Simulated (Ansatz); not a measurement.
# W (211): surface energy and levels

The task, for W: compute energy, relaxation and work function or band edges of the (211) face.

Computed with Ansatz 0.2.0 (DFT PBE, scalar-relativistic, plane waves, PAW, unless a step's input says otherwise).

1 further run of the same task is left out (set aside as unsound or not needed).

### Step 1. The starting structure

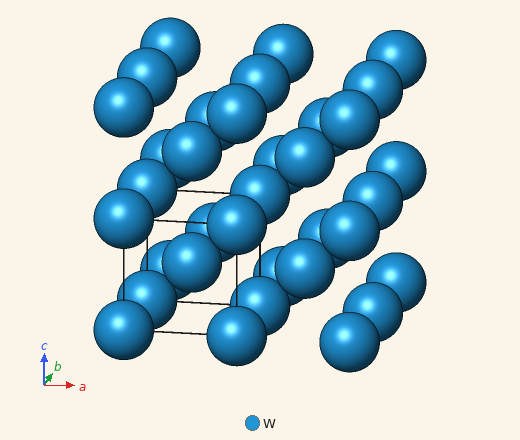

The starting structure, seen slightly off an axis (tungsten blue). 2×2×2 cells are drawn. Atoms on the faces are drawn again on the opposite ones. The cell drawn here is the conventional one.

As a file:

```cif
data_structure
_symmetry_space_group_name_H-M 'P 1'
_symmetry_Int_Tables_number 1
_cell_length_a 2.7570
_cell_length_b 2.7570
_cell_length_c 2.7570
_cell_angle_alpha 109.471
_cell_angle_beta 109.471
_cell_angle_gamma 109.471
_cell_volume 16.13
loop_
_atom_site_label
_atom_site_type_symbol
_atom_site_fract_x
_atom_site_fract_y
_atom_site_fract_z
_atom_site_occupancy
W1 W 0.00000 0.00000 0.00000 1
```

It is the result of an earlier relaxation at this level (volume 16.13 Å³/atom; gap on the mesh: none (metal)).

### Step 2. Bulk reference on the slab's mesh

input.yaml

```yaml
crystal:
  lattice:
    - [2.7570339087, 0.0, 0.0]
    - [0.0, 4.5022175199, 0.0]
    - [0.9190113029, 2.2511087599, 1.2996782485]
  atoms:
    - { symbol: W, position: [0.0, 0.0, 0.0] }
basis:
  ecutwfc: 420
kpoints:
  mp_grid: { grid: [12, 8, 26] }
hamiltonian:
  xc: pbe
scf:
  occupations: { method: gaussian, width: 0.1 }
output:
  forces: true
  stress: true
  eigenvalues: true
```

On the command line:

```sh
$ ansatz run input.yaml --threads 4 --pin off --max-ram 9216MiB --backend cpu --events-out ev --progress --plain --runs-dir out
```

The log of the run (excerpt; [...] marks lines left out):

```text
Warning: crystal.symmetry: narrowed to the stabiliser of the k-point mesh — unitary ops 48 → 2; excluded 46 operations that carry a point of the 12×8×26 mesh (shift [0, 0, 0]) off the mesh (the run samples exactly the mesh kpoints.mp_grid names, as under crystal.symmetry.detect: false, [...]
Warning: RAYON_NUM_THREADS=4 ignored (pool sized by the plan → 4); use --threads N
[...]
Pseudopotentials: kind: paw
Pseudopotential: W, paw, valence charge 14, recommended cutoff 420 eV (normal), W.paw.azcp
Functional definition: PBE
[...]
Crystal: 1 atoms, lattice volume = 16.133 Å³
Basis set: ecut = 420 eV, 321 PW (Γ), exchange–correlation on 40×64×40 points (8 copies of the dense FFT grid, shifted against one another)
Bands: 11, of which v1, the nominal top of the filled ones, is band 7 counted from 1 (6 counted from 0)
Symmetry: 2 space group operations
k-points: 1252 of 2496
[...]
SCF iter   1: F=—  HF=-10384.825050 eV  |F-HF|=—  |Δ(HF+E_count)|=         —  Δρ=1.88e-3  dr2=2.45e-4  ethr=1.77e-3  ⟨swp⟩=5.0  Hψ=72268  notcnv=0
[...]
SCF iter   6: F=-10384.824797 eV  HF=-10384.824797 eV  |F-HF|=1.24e-10  |Δ(HF+E_count)|=   1.18e-8  Δρ=1.56e-6  dr2=1.06e-10  ethr=6.61e-11  ⟨swp⟩=2.1  Hψ=44236  notcnv=0
[...]
SCF converged after 6 iterations
Free energy (F): -10384.824797 eV
[...]
E sigma→0 (E₀):  -10384.823612 eV
Entropy (-TS):   -0.002370 eV (-2.370 meV/atom)
Fermi energy:    22.178531 eV
[...]
--- Forces (eV/Å), atoms counted from 1 ---
  atom   1  W      0.00000000     0.00000000     0.00000000
[...]
--- Stress (GPa, compression-positive) ---
       -0.341962       0.123108       0.038671
        0.123108       0.234552       0.061144
        0.038671       0.061144       0.303178
  P = ⅓ Tr σ = 0.0653 GPa (0.653 kbar)
--- Band table (eV; the first three rows and the last of 1252) ---
  k-point 0: bands = ["-51.9549", "-15.5843", "-15.5824", "-15.5735", "12.6441", "20.9615", "20.9636", "20.9732", "24.3849", "24.3858", "36.6430"]
[...]
```

Wall time 3.9 s (4 threads of Arm Neoverse V1, shared host); peak memory 0.51 GiB.

Bulk reference and slab share their plane, in-plane mesh and smearing. Its energy with the smearing taken to zero: -10384.8236 eV/atom.

### Step 3. The (211) slab

Miller indices refer to the conventional cell of the relaxed bulk, Im-3m (No. 229): a = 3.184 Å, b = 3.184 Å, c = 3.184 Å, α = 90.00°, β = 90.00°, γ = 90.00°.

The slab is a (211) slab, 9.1 Å thick as cut, with 15 Å of vacuum; its outer planes are W (top) and W (bottom).

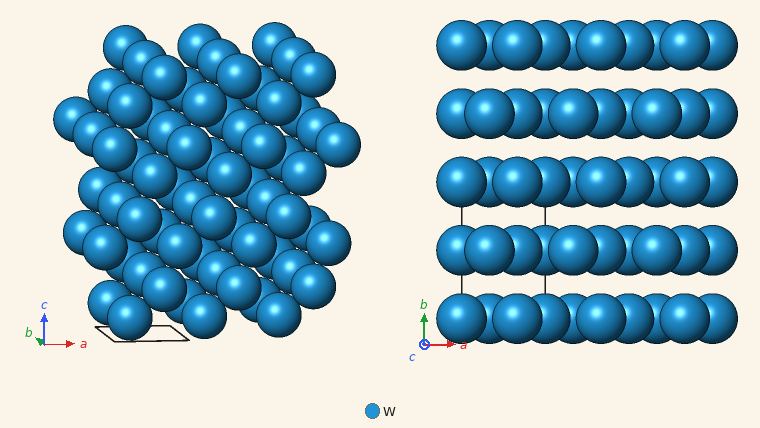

The slab as cut, seen from the side (left, normal up) and from above (right); tungsten blue. 3×2 surface cells are drawn, with atoms on the cell's edges repeated; the outline under the slab is one cell, and the vacuum is left out.

### Step 4. The slab as cut, atoms at the bulk's places

The cell repeats along c, and a dipole correction in the vacuum removes the field between the copies.

input.yaml

```yaml
crystal:
  lattice:
    - [2.7570339087, 0.0, 0.0]
    - [0.0, 4.5022175199, 0.0]
    - [0.0, 0.0, 24.0977477397]
  atoms:
    - { symbol: W, position: [0.3333333333, 0.5, 0.3112324057] }
    - { symbol: W, position: [0.6666666667, 0.0, 0.365166004] }
    - { symbol: W, position: [0.0, 0.5, 0.4190996024] }
    - { symbol: W, position: [0.3333333333, 0.0, 0.4730332008] }
    - { symbol: W, position: [0.6666666667, 0.5, 0.5269667992] }
    - { symbol: W, position: [0.0, 0.0, 0.5809003976] }
    - { symbol: W, position: [0.3333333333, 0.5, 0.634833996] }
    - { symbol: W, position: [0.6666666667, 0.0, 0.6887675943] }
basis:
  ecutwfc: 420
kpoints:
  mp_grid: { grid: [12, 8, 1] }
hamiltonian:
  xc: pbe
scf:
  occupations: { method: gaussian, width: 0.1 }
output:
  forces: true
  eigenvalues: true
efield:
  axis: 3
  dipole_correction: true
  ramp_width: 0.04
```

On the command line:

```sh
$ ansatz run input.yaml --threads 4 --pin off --max-ram 9216MiB --backend cpu --events-out ev --progress --plain --runs-dir out
```

The log of the run (excerpt; [...] marks lines left out):

```text
Warning: RAYON_NUM_THREADS=4 ignored (pool sized by the plan → 4); use --threads N
[...]
[... 3 set-up lines as earlier in the session ...]
[...]
Crystal: 8 atoms, lattice volume = 299.120 Å³
Basis set: ecut = 420 eV, 5847 PW (Γ), exchange–correlation on 40×64×324 points (8 copies of the dense FFT grid, shifted against one another)
Bands: 68, of which v1, the nominal top of the filled ones, is band 56 counted from 1 (55 counted from 0)
[... 1 set-up line as earlier in the session ...]
k-points: 35 of 96 (time reversal used)
[...]
SCF iter   1: F=—  HF=-83072.854399 eV  |F-HF|=—  |Δ(HF+E_count)|=         —  Δρ=6.27e-3  dr2=1.33e0  ethr=1.77e-3  p=0.000 e·Å  D=1.90e-13 V/Å  ΔV_dip=-0.00 eV  dr2_dipole=7.00e-8  V_vac-E_F(+/−)=4.42/4.42 eV  ⟨swp⟩=9.1  Hψ=11476  notcnv=0
[...]
SCF converged after 9 iterations
Free energy (F): -83072.814937 eV
[...]
E sigma→0 (E₀):  -83072.805645 eV
Entropy (-TS):   -0.018584 eV (-2.323 meV/atom)
Fermi energy:    7.170642 eV
Dipole field:    D = -0.000002 V/Å  (p = -0.000003 e·Å, saw-weighted, corrected)
Work function:   Φ+ = 4.3498 eV   Φ− = 4.3498 eV
Levels:          The Fermi level and band energies are counted from a zero that moves with the ramp; work functions are not
[...]
--- Forces (eV/Å), atoms counted from 1 ---
  atom   1  W     -0.28276186     0.00000000     2.05738543
  atom   2  W     -0.12238148     0.00000000    -1.05812725
  atom   3  W      0.51325512     0.00000000    -0.73866692
  atom   4  W     -0.03007030     0.00000000    -0.46194809
  atom   5  W      0.03007006     0.00000000     0.46194971
  atom   6  W     -0.51325488     0.00000000     0.73866751
  atom   7  W      0.12238179     0.00000000     1.05812651
  atom   8  W      0.28276167     0.00000000    -2.05738623
[...]
--- Band table (eV; the first three rows and the last of 35) ---
[...]
```

It took 17 s on 4 threads of Arm Neoverse V1, shared host; peak memory 1 GiB.

This gives work function 4.35 eV.

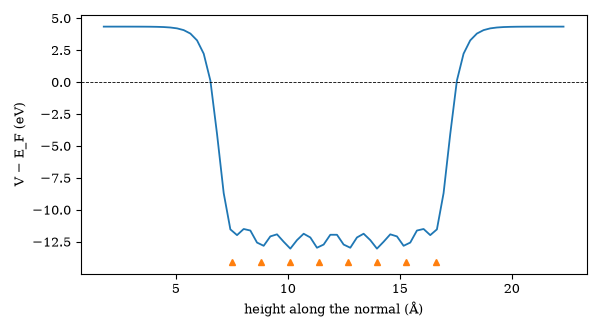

Plane-averaged electrostatic potential energy of an electron across the slab, counted from the Fermi level; triangles mark the atomic planes. The flat parts are the vacuum levels.

### Step 5. Relaxing the (211) slab

Changes to input.yaml since step 4:

```diff
@@ -25,2 +25,6 @@
   eigenvalues: true
+relax:
+  adjacent_minimum: "off"
+  f_tol: 0.02
+  max_steps: 60
 efield:
```

On the command line:

```sh
$ ansatz run input.yaml --threads 4 --pin off --max-ram 9216MiB --backend cpu --events-out ev --progress --plain --runs-dir out
```

The log of the run:

```text
Warning: RAYON_NUM_THREADS=4 ignored (pool sized by the plan → 4); use --threads N
Engine: ansatz 0.2.0, aarch64-unknown-linux-gnu
[... 3 set-up lines as earlier in the session ...]
  parameter kappa = 0.804
  parameter beta = 0.06672455060314922
  exchange = pbe_x(kappa = kappa, mu = beta*pi^2/3)
  correlation = pbe_c(beta = beta)
Crystal: 8 atoms, lattice volume = 299.120 Å³
Basis set: ecut = 420 eV, 5847 PW (Γ), exchange–correlation on 40×64×324 points (8 copies of the dense FFT grid, shifted against one another)
Bands: 68, of which v1, the nominal top of the filled ones, is band 56 counted from 1 (55 counted from 0)
[... 1 set-up line as earlier in the session ...]
k-points: 35 of 96 (time reversal used)
Non-local potential: W, projectors of the file, l = 0: 3, l = 1: 2, l = 2: 2, l = 3: 1
PAW form: soft (Blöchl's): semilocal exchange-correlation on the pseudo side does not see the compensation charge
PAW one-centre angular grid: W, 590 points (default); XC on 64 Gauss nodes
Initial density: superposition of atomic densities (neutral atoms: chi_scale 0, normalization atom), corrected by the library's trained network
Initial wavefunctions: pseudopotential atomic-orbital guess
Functional: x = pbe(κ = 0.804, μ = 0.2195149727645171), c = pbe(β = 0.06672455060314922)
SCF iter   1: F=—  HF=-83072.854398 eV  |F-HF|=—  |Δ(HF+E_count)|=         —  Δρ=6.27e-3  dr2=1.33e0  ethr=1.77e-3  p=0.000 e·Å  D=2.59e-13 V/Å  ΔV_dip=-0.00 eV  dr2_dipole=6.96e-8  V_vac-E_F(+/−)=4.42/4.42 eV  ⟨swp⟩=9.1  Hψ=11476  notcnv=0
efield: sawtooth ramp at fractional position 0.9800 (placed from the atoms, in the widest stretch of the axis that holds none; the zero of the levels goes with the place), width 0.0400; the density the first Hamiltonian is built on has a dipole p = 0.000 e·Å; the dipole correction subtracts the counter field D = 2.59e-13 V/Å, which shifts the + side's vacuum level by -0.00 eV against the − side's; the planar-averaged density in the ramp window peaks in size at 2.6e-5 e/Å³
preconditioner: auto → LDOS  [metal: Δε(μ)=0.092 eV  Ē_g=4.542 eV  σ=0.100 eV  W_gap=0.47  n_scr=52 (ndim 8)  ℏωp=14.9 eV  f_vac=0.486  D(μ)=4.02/eV (n_scr^D=20)  β→1.0]
SCF iter   2: F=—  HF=-83072.842698 eV  |F-HF|=—  |Δ(HF+E_count)|=   1.17e-2  Δρ=4.37e-3  dr2=7.20e-1  ethr=1.18e-3  p=0.000 e·Å  D=6.04e-6 V/Å  ΔV_dip=-0.00 eV  dr2_dipole=2.38e-7  V_vac-E_F(+/−)=4.33/4.33 eV  ⟨swp⟩=2.3  Hψ=3003  notcnv=0  defer=121
SCF iter   3: F=—  HF=-83072.814099 eV  |F-HF|=—  |Δ(HF+E_count)|=   2.86e-2  Δρ=7.09e-4  dr2=3.65e-3  ethr=6.43e-4  p=0.000 e·Å  D=2.90e-6 V/Å  ΔV_dip=-0.00 eV  dr2_dipole=1.68e-9  V_vac-E_F(+/−)=4.33/4.33 eV  ⟨swp⟩=2.0  Hψ=2565  notcnv=0  defer=137
SCF iter   4: F=—  HF=-83072.814946 eV  |F-HF|=—  |Δ(HF+E_count)|=   8.47e-4  Δρ=3.41e-4  dr2=1.22e-3  ethr=3.26e-6  p=0.000 e·Å  D=2.34e-6 V/Å  ΔV_dip=-0.00 eV  dr2_dipole=8.59e-10  V_vac-E_F(+/−)=4.34/4.34 eV  ⟨swp⟩=3.0  Hψ=3694  notcnv=0  defer=61
SCF iter   5: F=—  HF=-83072.814919 eV  |F-HF|=—  |Δ(HF+E_count)|=   2.67e-5  Δρ=1.14e-4  dr2=9.68e-5  ethr=1.09e-6  p=0.000 e·Å  D=1.42e-6 V/Å  ΔV_dip=-0.00 eV  dr2_dipole=1.03e-9  V_vac-E_F(+/−)=4.34/4.34 eV  ⟨swp⟩=2.0  Hψ=2951  notcnv=0  defer=61
SCF iter   6: F=—  HF=-83072.814934 eV  |F-HF|=—  |Δ(HF+E_count)|=   1.48e-5  Δρ=3.46e-5  dr2=1.84e-5  ethr=8.93e-9  p=0.000 e·Å  D=3.94e-7 V/Å  ΔV_dip=-0.00 eV  dr2_dipole=2.81e-11  V_vac-E_F(+/−)=4.34/4.34 eV  ⟨swp⟩=15.9  Hψ=12965  notcnv=0
SCF iter   7: F=-83072.814935 eV  HF=-83072.814937 eV  |F-HF|=1.56e-6  |Δ(HF+E_count)|=   2.60e-6  Δρ=1.56e-5  dr2=2.88e-6  ethr=8.93e-9  p=0.000 e·Å  D=9.00e-8 V/Å  ΔV_dip=-0.00 eV  dr2_dipole=3.95e-12  V_vac-E_F(+/−)=4.35/4.35 eV  ⟨swp⟩=7.5  Hψ=9098  notcnv=0
SCF 1 converged in 7 iterations: F = -83072.814935 eV  dr2 = 2.88e-6
relax step   1: F+E_penalty+E_count = -83072.81493517 eV  Δ(F+E_penalty+E_count) = +0.000e0 eV  max|allowed force component| = 2.057e0 eV/Å  Δτ_max = 0.0000 Å  (7 SCF iters, dr2 threshold 1.00e-5 eV, accepted)
[... from here on, the SCF cycles and remarks between the steps are left out ...]
relax step   2: F+E_penalty+E_count = -83073.17996758 eV  Δ(F+E_penalty+E_count) = -3.650e-1 eV  max|allowed force component| = 9.712e-1 eV/Å  Δτ_max = 0.1949 Å  (7 SCF iters, dr2 threshold 1.00e-4 eV, accepted)
relax step   3: F+E_penalty+E_count = -83073.27408925 eV  Δ(F+E_penalty+E_count) = -9.412e-2 eV  max|allowed force component| = 2.500e-1 eV/Å  Δτ_max = 0.0949 Å  (6 SCF iters, dr2 threshold 5.90e-5 eV, accepted)
relax step   4: F+E_penalty+E_count = -83073.27668019 eV  Δ(F+E_penalty+E_count) = -2.591e-3 eV  max|allowed force component| = 3.091e-1 eV/Å  Δτ_max = 0.0695 Å  (8 SCF iters, dr2 threshold 4.14e-6 eV, accepted)
relax step   5: F+E_penalty+E_count = -83073.29390266 eV  Δ(F+E_penalty+E_count) = -1.722e-2 eV  max|allowed force component| = 4.923e-2 eV/Å  Δτ_max = 0.0322 Å  (5 SCF iters, dr2 threshold 6.33e-6 eV, accepted)
relax step   6: F+E_penalty+E_count = -83073.29442487 eV  Δ(F+E_penalty+E_count) = -5.222e-4 eV  max|allowed force component| = 3.468e-2 eV/Å  Δτ_max = 0.0083 Å  (6 SCF iters, accepted)
relax step   7: F+E_penalty+E_count = -83073.29466770 eV  Δ(F+E_penalty+E_count) = -2.428e-4 eV  max|allowed force component| = 3.528e-3 eV/Å  Δτ_max = 0.0023 Å  (5 SCF iters, accepted)
SCF converged after 5 iterations
Free energy (F): -83073.294668 eV
Harris-Foulkes:  -83073.294668 eV  (|F-HF|=1.48e-8)
Internal energy: -83073.275182 eV  (E = F + TS)
E sigma→0 (E₀):  -83073.284925 eV
Entropy (-TS):   -0.019485 eV (-2.436 meV/atom)
Fermi energy:    7.166851 eV
Dipole field:    D = -0.000002 V/Å  (p = -0.000004 e·Å, saw-weighted, corrected)
Work function:   Φ+ = 4.2883 eV   Φ− = 4.2883 eV
Levels:          The Fermi level and band energies are counted from a zero that moves with the ramp; work functions are not
--- Per-component energies (eV) ---
  E_band       = -2359.851576
  E_kinetic    = 3587.228382
  E_local      = -127174.407227  (includes V_loc(G=0)·N_el)
  E_nonlocal   = 9.763848
  E_hartree    = 62058.565712
  E_xc         = -2127.603620
  E_vxc        = -1899.871313  (∫ρ·V_xc dr)
  E_paw        = -68500.170254  (= ΣΔE_a)
  E_vpaw       = -999.702013  (= ΣTr[D̂ρ^β])
  E_aug_tail   = -0.000492  (compensation charges beyond the density's cutoff)
  E_efield     = 0.000000  (sawtooth field / dipole correction)
  E_vefield    = 0.000000  (∫n·V_field dr)
  E_ewald      = 49073.348468
  E_smearing   = -0.019485  (= −TS)
  E_closure    = 0.000000  (closes the sum)
  Σ components = -83073.294668   (vs F -83073.294668, Δ=0.00e0)
--- Forces (eV/Å), atoms counted from 1 ---
  atom   1  W     -0.00229985     0.00000000     0.00352757
  atom   2  W      0.00329492     0.00000000    -0.00094313
  atom   3  W     -0.00233801     0.00000000    -0.00101111
  atom   4  W      0.00080707     0.00000000    -0.00080579
  atom   5  W     -0.00080709     0.00000000     0.00080659
  atom   6  W      0.00233815     0.00000000     0.00101152
  atom   7  W     -0.00329494     0.00000000     0.00094303
  atom   8  W      0.00229984     0.00000000    -0.00352793
  max |Σ_I F_I| component: 7.51e-7 eV/Å
--- Band table (eV; the first three rows and the last of 35) ---
  k-point 0: bands = ["-66.9221", "-66.8957", "-66.8141", "-66.7862", "-66.7381", "-66.7360", "-66.5951", "-66.5950", "-31.7325", "-31.5944", "-31.5910", "-31.5630", "-31.3379", "-31.3104", "-31.2168", "-31.1463", "-30.9637", "-30.9389", "-30.8659", "-30.7547", "-30.7062", "-30.6722", "-30.6481", "-30.6287", "-30.6087", "-30.5694", "-30.5249", "-30.5095", "-30.4676", "-30.4618", "-30.3344", "-30.3339", "-1.9217", "-0.7618", "0.8159", "1.4173", "2.0865", "2.3108", "2.8053", "3.0317", "3.7858", "4.0153", "4.2557", "4.3702", "4.7356", "4.8477", "5.0703", "5.0897", "5.1472", "5.3800", "5.7759", "5.9274", "5.9402", "6.1593", "6.2431", "6.5676", "6.5818", "7.3661", "8.2407", "8.3671", "8.3970", "8.7834", "8.9667", "9.0841", "9.2958", "9.4112", "9.4921", "9.5267"]
[... 3 lines left out ...]
--- Relaxed structure (7 steps of the walk, 7 accepted, 0 SCFs on fresh bases) ---
  F+E_penalty+E_count = -83073.29466770 eV   max|allowed force component| = 3.528e-3 eV/Å
  atoms:
    - { symbol: W, position: [0.30364066220834185, 0.5, 0.318567519701086] }
    - { symbol: W, position: [0.6579330806290551, 0.0, 0.3643594174345959] }
    - { symbol: W, position: [0.01150891875640142, 0.5, 0.419144472586743] }
    - { symbol: W, position: [0.33712592298848354, 0.0, 0.4717940556152467] }
    - { symbol: W, position: [0.6628740733631298, 0.5, 0.5282059459004] }
    - { symbol: W, position: [-0.01150892036938938, 0.0, 0.5808555281355251] }
    - { symbol: W, position: [0.34206693204833355, 0.5, 0.6356405823591923] }
    - { symbol: W, position: [0.6963593303756438, 0.0, 0.6814324782672107] }
```

Wall time 2.3 min (4 threads of Arm Neoverse V1, shared host); peak memory 1.1 GiB.

The steps of the relaxation:

| step | E - E(step 1) (eV/cell) | largest force component (eV/Å) |
| --- | --- | --- |
| 1 | 0.0000 | 2.0575 |
| 2 | -0.3650 | 0.9712 |
| 3 | -0.4592 | 0.2500 |
| 4 | -0.4617 | 0.3091 |
| 5 | -0.4790 | 0.0492 |
| 6 | -0.4795 | 0.0347 |
| 7 | -0.4797 | 0.0035 |

Step 1 is the start.

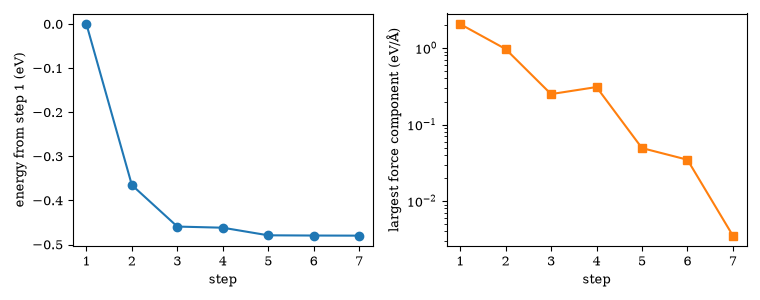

Energy and largest force along the relaxation.

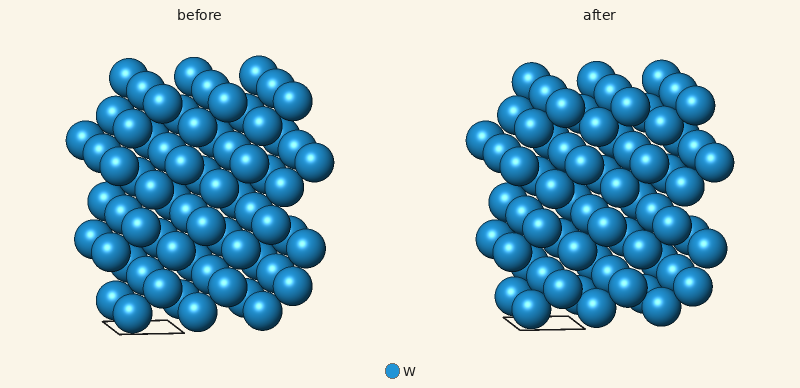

The structure before (left) and after (right) the relaxation, drawn at the same scale.

From the log: work function 4.29 eV.

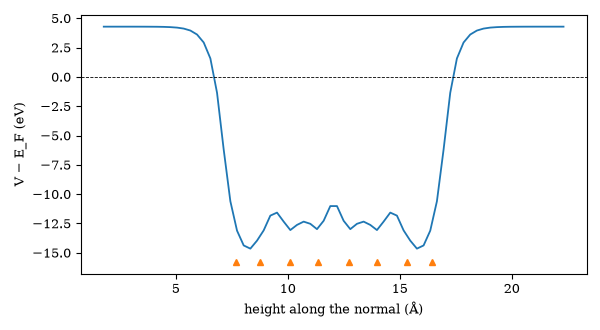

Plane-averaged electrostatic potential energy of an electron across the slab, counted from the Fermi level; triangles mark the atomic planes. The flat parts are the vacuum levels.

### Step 6. What the (211) slab gives

The surface energy is (E_slab − N·E_bulk) / 2A, with N = 8 atoms and A = 12.41 Å².

|  | as cut | relaxed |
| --- | --- | --- |
| surface energy, mean of both faces | 3.73 J/m² | 3.42 J/m² |
| work function | 4.35 eV | 4.29 eV |
| dipole along +c (e·Å/cell) | 0.000 | 0.000 |

Spacings of the planes, from the bottom up:

| plane | atoms | spacing to the next, as cut (Å) | relaxed (Å) | change (%) | rumpling (Å) |
| --- | --- | --- | --- | --- | --- |
| 1 | W | 1.300 | 1.103 | -15.1 | 0.000 |
| 2 | W | 1.300 | 1.320 | +1.6 | 0.000 |
| 3 | W | 1.300 | 1.269 | -2.4 | 0.000 |
| 4 | W | 1.300 | 1.359 | +4.6 | 0.000 |
| 5 | W | 1.300 | 1.269 | -2.4 | 0.000 |
| 6 | W | 1.300 | 1.320 | +1.6 | 0.000 |
| 7 | W | 1.300 | 1.103 | -15.1 | 0.000 |
| 8 | W |  |  |  | 0.000 |

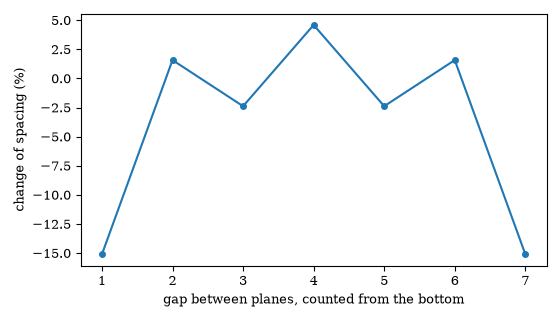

Change of each interlayer spacing on relaxation.

### Step 7. What came out

| quantity | value |
| --- | --- |
| surface energy, (211), cut with W on top | 3.42 J/m² |
| work function, (211), cut with W on top | 4.29 eV |

What this shows: On (211) the top spacing contracts by 15.1 %, and relaxation gains 0.309 J/m² a face. Spin-orbit coupling is left out for W.
